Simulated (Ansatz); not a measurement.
# Run report: CH9NSi, nudged elastic band (part 2 of 2)

The same run, continued: CH9NSi; RKS B3LYP-D4/6-31G* (Ansatz 0.2.0). It belongs to a series of runs on one base structure; here: band between the two ends.

Geometry of the input (Å):
```
Si 0.3544  0.0087  -0.0359
H  0.4168  -0.3045  1.4185
C  2.0854  0.0382  -0.7849
H  2.5800  -0.9323  -0.6676
H  2.0456  0.2694  -1.8551
H  2.7097  0.7961  -0.2991
H  -0.3126  1.3297  -0.2001
H  -0.4888  -1.0239  -0.6992
N  -2.9421  -0.0499  1.4198
H  -2.8851  -0.6021  0.5653
H  -2.6415  0.8915  1.1717
H  -2.2296  -0.4209  2.0473
```

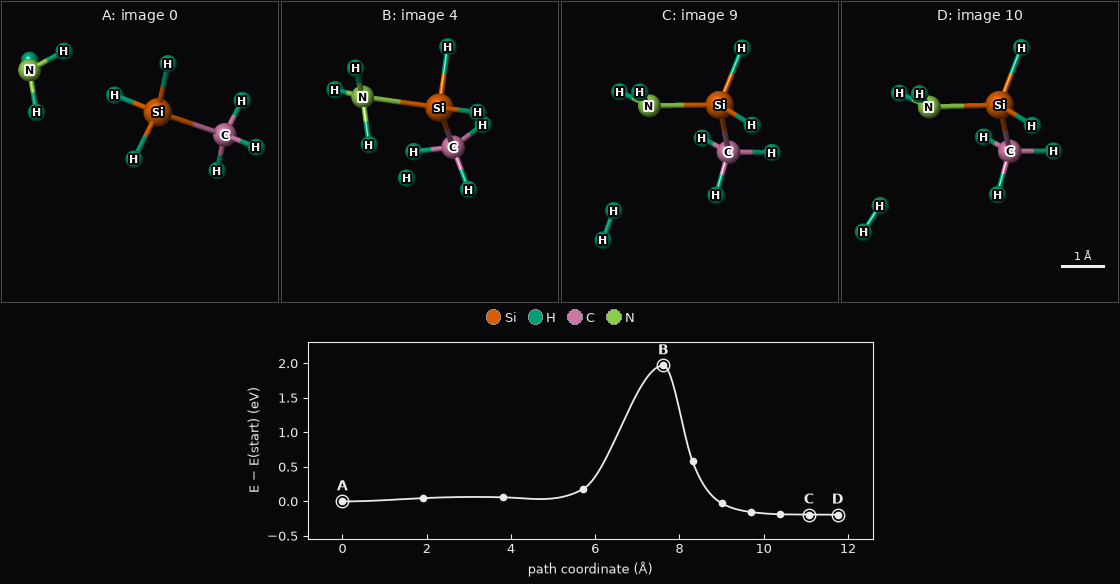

Fig. 1: Images of the last band (counted from 0; ball-and-stick, seen at a tilt) above the energy along the path; the line is a cubic interpolation that uses the forces. The highest image is number 4, 1.970 eV above the start and 2.162 eV above the end (the climbing image); the end lies 0.192 eV below the start. The path is 11.76 Å long. The band converged in 32 iterations.

```
Total energy: -10549.81389415 eV, -387.6985096893 hartree
Atom 0 at    -0.291088     0.497559    -0.253328 Å, force     0.011657    -0.003032     0.016041 eV/Å
Atom 1 at     0.147297     0.799082     1.652025 Å, force     0.001969     0.001977    -0.004716 eV/Å
Atom 2 at     1.424888    -0.265688    -0.420742 Å, force    -0.000830     0.004969    -0.003108 eV/Å
Atom 3 at     1.424726    -1.276375     0.006359 Å, force     0.001791    -0.003526     0.000151 eV/Å
Atom 4 at     1.714943    -0.350508    -1.474399 Å, force    -0.001001    -0.000402     0.000714 eV/Å
Atom 5 at     2.168912     0.316473     0.128173 Å, force    -0.000885    -0.000909     0.000385 eV/Å
Atom 6 at    -0.491318     1.965165    -0.283935 Å, force    -0.001817     0.004869    -0.001543 eV/Å
Atom 7 at    -0.978816     0.066297    -1.533861 Å, force    -0.004423    -0.004743     0.001816 eV/Å
Atom 8 at    -1.549121    -0.389178     0.886940 Å, force    -0.006311     0.011114    -0.007634 eV/Å
Atom 9 at    -1.508839    -1.410172     0.877337 Å, force     0.004210    -0.002790     0.000111 eV/Å
Atom 10 at    -2.523641    -0.089780     0.807646 Å, force     0.002412    -0.000422     0.004208 eV/Å
Atom 11 at    -0.845644     0.137124     1.688386 Å, force    -0.006771    -0.007105    -0.006425 eV/Å
Dipole moment:    -0.439648    -0.471576    -0.024896 e Å
this run last wrote the band of iteration 32 to [file]
```

## The last band as extended XYZ (Å, eV, eV/Å)
```
12
Properties=species:S:1:pos:R:3:forces:R:3 image=0 energy=-10551.78374
Si    0.3544    0.0087   -0.0359   -0.0039  -0.0011   0.0035
H     0.4168   -0.3045    1.4185    0.0002   0.0009  -0.0052
C     2.0854    0.0382   -0.7849   -0.0018   0.0021  -0.0025
H     2.5800   -0.9323   -0.6676   -0.0002   0.0024  -0.0005
H     2.0456    0.2694   -1.8551    0.0014  -0.0013   0.0036
H     2.7097    0.7961   -0.2991   -0.0010  -0.0028  -0.0019
H    -0.3126    1.3297   -0.2001    0.0023  -0.0038   0.0016
H    -0.4888   -1.0239   -0.6992    0.0032   0.0036   0.0028
N    -2.9421   -0.0499    1.4198    0.0150  -0.0098   0.0064
H    -2.8851   -0.6021    0.5653   -0.0003   0.0025   0.0052
H    -2.6415    0.8915    1.1717    0.0000  -0.0012   0.0006
H    -2.2296   -0.4209    2.0473   -0.0148   0.0086  -0.0135
12
Properties=species:S:1:pos:R:3:forces:R:3 image=1 energy=-10551.73654
Si    0.3886    0.4523   -0.1369   -0.0006  -0.0077   0.0021
H     0.2702    0.1879    1.3229    0.0018  -0.0124   0.0017
C     2.0706   -0.1127   -0.7744    0.0045   0.0021  -0.0018
H     2.2043   -1.1874   -0.6081    0.0100   0.0018  -0.0048
H     2.1693    0.0763   -1.8487    0.0025   0.0059  -0.0027
H     2.8840    0.4110   -0.2610    0.0021   0.0061  -0.0022
H     0.1860    1.9118   -0.3542   -0.0095  -0.0066   0.0047
H    -0.7046   -0.2701   -0.8421    0.0024  -0.0128   0.0015
N    -2.9359   -0.4672    1.5368   -0.0022   0.0062  -0.0011
H    -2.5116   -1.1663    0.9287   -0.0047   0.0065   0.0008
H    -3.1297    0.3374    0.9416   -0.0026   0.0059   0.0011
H    -2.1989   -0.1730    2.1762   -0.0036   0.0050   0.0007
12
Properties=species:S:1:pos:R:3:forces:R:3 image=2 energy=-10551.72398
Si    0.3598    0.9235   -0.2942   -0.0042   0.0013   0.0005
H     0.1107    1.0374    1.1691   -0.0023   0.0023   0.0008
C     1.8339   -0.2024   -0.6389   -0.0039  -0.0035   0.0036
H     1.6668   -1.2118   -0.2476   -0.0056   0.0003   0.0019
H     2.0174   -0.2847   -1.7159   -0.0030  -0.0020   0.0014
H     2.7433    0.1929   -0.1729   -0.0041  -0.0021   0.0028
H     0.6123    2.2910   -0.8270   -0.0001   0.0000   0.0011
H    -0.8725    0.3964   -0.9415   -0.0025   0.0032  -0.0016
N    -2.6724   -0.9026    1.5897    0.0109   0.0025  -0.0072
H    -2.1803   -1.5912    1.0214    0.0035  -0.0013   0.0006
H    -2.9596   -0.1670    0.9453    0.0051  -0.0007  -0.0019
H    -1.9670   -0.4815    2.1930    0.0063  -0.0001  -0.0021
12
Properties=species:S:1:pos:R:3:forces:R:3 image=3 energy=-10551.60306
Si    0.0158    0.9409   -0.2829    0.0869   0.1363  -0.0142
H    -0.2403    1.2549    1.1552   -0.1296   0.1464  -0.1631
C     1.4618   -0.2635   -0.4258    0.0198   0.0103  -0.0056
H     1.2134   -1.2480   -0.0174   -0.0493   0.0274  -0.0011
H     1.7610   -0.3937   -1.4714    0.0131   0.0003  -0.0072
H     2.3240    0.1284    0.1249    0.0379  -0.0219  -0.0120
H     0.4299    2.2777   -0.8017    0.2556   0.0871  -0.1770
H    -1.1156    0.5640   -1.1719   -0.0492   0.1307   0.1182
N    -1.6009   -0.7730    1.0438   -0.0213  -0.1371   0.0771
H    -1.8345   -1.7604    1.1047   -0.0745  -0.1063   0.0811
H    -2.4669   -0.2619    0.8728    0.0389  -0.0928   0.0352
H    -1.2556   -0.4654    1.9503   -0.1283  -0.1805   0.0687
12
Properties=species:S:1:pos:R:3:forces:R:3 image=4 energy=-10549.81368
Si   -0.2911    0.4976   -0.2533    0.0117  -0.0030   0.0160
H     0.1473    0.7991    1.6520    0.0020   0.0020  -0.0047
C     1.4249   -0.2657   -0.4207   -0.0008   0.0050  -0.0031
H     1.4247   -1.2764    0.0064    0.0018  -0.0035   0.0002
H     1.7149   -0.3505   -1.4744   -0.0010  -0.0004   0.0007
H     2.1689    0.3165    0.1282   -0.0009  -0.0009   0.0004
H    -0.4913    1.9652   -0.2839   -0.0018   0.0049  -0.0015
H    -0.9788    0.0663   -1.5339   -0.0044  -0.0047   0.0018
N    -1.5491   -0.3892    0.8869   -0.0063   0.0111  -0.0076
H    -1.5088   -1.4102    0.8773    0.0042  -0.0028   0.0001
H    -2.5236   -0.0898    0.8076    0.0024  -0.0004   0.0042
H    -0.8456    0.1371    1.6884   -0.0068  -0.0071  -0.0064
12
Properties=species:S:1:pos:R:3:forces:R:3 image=5 energy=-10551.20521
Si   -0.4344    0.3881   -0.3925   -0.3718  -0.2896  -0.3784
H     0.1813    0.8013    1.9378    0.0557   0.0662   0.7201
C     1.3460   -0.2970   -0.4110   -0.1795  -0.0313   0.0579
H     1.3902   -1.3141   -0.0060   -0.0320  -0.0405   0.0206
H     1.6745   -0.3559   -1.4579   -0.0623   0.0239   0.0793
H     2.0860    0.2999    0.1350   -0.2246   0.0474   0.0490
H    -0.4749    1.8731   -0.2093   -0.0318  -0.2589   0.1422
H    -0.9853    0.1272   -1.7334    0.0090   0.0843  -0.5237
N    -1.5658   -0.4075    0.7296   -0.0440  -0.0895  -0.4055
H    -1.5363   -1.4149    0.8303   -0.0235  -0.0553  -0.1173
H    -2.5232   -0.0742    0.7622   -0.0079  -0.0461  -0.1543
H    -0.4658    0.3741    1.8957    0.9126   0.5895   0.5100
12
Properties=species:S:1:pos:R:3:forces:R:3 image=6 energy=-10551.80904
Si   -0.4773    0.3729   -0.5350   -0.0363  -0.0256  -0.0851
H     0.3039    0.8234    2.3802    0.0775   0.0617   0.2207
C     1.2738   -0.3353   -0.4228   -0.0414  -0.0164  -0.0150
H     1.2818   -1.3690   -0.0584   -0.0434  -0.0140  -0.0128
H     1.7304   -0.3344   -1.4190    0.0176  -0.0042   0.0083
H     1.9189    0.2494    0.2416   -0.0961   0.0030   0.0267
H    -0.4912    1.8220   -0.1865   -0.0403  -0.0411  -0.0311
H    -0.9272    0.2676   -1.9538    0.0092   0.0184  -0.1141
N    -1.5610   -0.4263    0.5789    0.0162  -0.0171  -0.0559
H    -1.5762   -1.4382    0.6258    0.0029  -0.0183  -0.0609
H    -2.4998   -0.0579    0.6861    0.0205  -0.0112  -0.0117
H    -0.2837    0.4259    2.1436    0.1137   0.0648   0.1307
12
Properties=species:S:1:pos:R:3:forces:R:3 image=7 energy=-10551.93720
Si   -0.4775    0.3881   -0.6458   -0.0044  -0.0036  -0.0163
H     0.3087    0.7378    2.8404    0.0069   0.0062   0.0525
C     1.2500   -0.3377   -0.4583   -0.0041  -0.0037  -0.0047
H     1.2060   -1.4224   -0.3012   -0.0052  -0.0046  -0.0265
H     1.8540   -0.1577   -1.3543    0.0117   0.0172   0.0042
H     1.7689    0.0980    0.4013   -0.0190  -0.0129   0.0122
H    -0.5127    1.8345   -0.2930   -0.0081  -0.0015  -0.0254
H    -0.8849    0.2856   -2.0835   -0.0011  -0.0144  -0.0154
N    -1.5466   -0.4081    0.4791    0.0037   0.0056  -0.0060
H    -1.6280   -1.4183    0.4417   -0.0014   0.0013  -0.0103
H    -2.4568    0.0034    0.6527    0.0052   0.0016   0.0051
H    -0.1888    0.3967    2.4014    0.0158   0.0089   0.0306
12
Properties=species:S:1:pos:R:3:forces:R:3 image=8 energy=-10551.96976
Si   -0.4519    0.3899   -0.7450   -0.0001  -0.0018  -0.0068
H     0.1406    0.4941    3.2215   -0.0032  -0.0030   0.0087
C     1.2790   -0.2956   -0.4848    0.0040   0.0014  -0.0032
H     1.2833   -1.3907   -0.5460    0.0012  -0.0002  -0.0072
H     1.9710    0.0788   -1.2480    0.0003   0.0043   0.0031
H     1.6645   -0.0143    0.5006   -0.0032  -0.0035   0.0004
H    -0.5111    1.8566   -0.4947    0.0002  -0.0001  -0.0073
H    -0.8304    0.1782   -2.1795   -0.0015  -0.0051  -0.0031
N    -1.5278   -0.3366    0.4191    0.0031   0.0032   0.0065
H    -1.6425   -1.3442    0.4154    0.0016   0.0009   0.0000
H    -2.4220    0.1091    0.5899   -0.0033   0.0042   0.0005
H    -0.2602    0.2746    2.6320    0.0008  -0.0001   0.0085
12
Properties=species:S:1:pos:R:3:forces:R:3 image=9 energy=-10551.97475
Si   -0.4440    0.3929   -0.8282   -0.0007  -0.0007   0.0008
H     0.0494    0.0673    3.3827   -0.0032   0.0007   0.0026
C     1.3039   -0.1923   -0.4606    0.0003   0.0016  -0.0016
H     1.3639   -1.2874   -0.4574    0.0004  -0.0004  -0.0012
H     2.0083    0.1732   -1.2169   -0.0001   0.0001  -0.0011
H     1.6333    0.1644    0.5207    0.0008  -0.0002  -0.0011
H    -0.5546    1.8764   -0.7600    0.0000   0.0001  -0.0007
H    -0.7863   -0.0057   -2.2319   -0.0005  -0.0006  -0.0003
N    -1.5213   -0.2227    0.3981    0.0015  -0.0025  -0.0021
H    -1.6183   -1.2274    0.4984    0.0002   0.0033   0.0025
H    -2.4276    0.2193    0.5036    0.0022   0.0010   0.0003
H    -0.3143    0.0420    2.7320   -0.0009  -0.0023   0.0020
12
Properties=species:S:1:pos:R:3:forces:R:3 image=10 energy=-10551.97611
Si   -0.3985    0.4026   -0.8469    0.0023   0.0051  -0.0036
H    -0.3716    0.0332    3.6315   -0.0047  -0.0008  -0.0197
C     1.3649   -0.1931   -0.5835   -0.0064   0.0005   0.0011
H     1.4218   -1.2883   -0.6008    0.0012   0.0015   0.0002
H     2.0274    0.1828   -1.3719    0.0008  -0.0003   0.0002
H     1.7491    0.1482    0.3834    0.0006  -0.0007  -0.0017
H    -0.4962    1.8863   -0.7641    0.0007  -0.0034   0.0011
H    -0.8214    0.0145   -2.2316    0.0012  -0.0010   0.0037
N    -1.4096   -0.2147    0.4340   -0.0038  -0.0048  -0.0014
H    -1.5064   -1.2196    0.5338    0.0004   0.0026   0.0013
H    -2.3080    0.2298    0.5874    0.0026   0.0005  -0.0004
H    -0.5592    0.0183    2.9092    0.0050   0.0008   0.0191
```

## Summary

- outcome: converged
- barrier, forward: 1.970 eV
- barrier, backward: 2.162 eV
- wall time: 13 min
- peak memory: 0.14 GiB

The order of the saddle point was not checked.
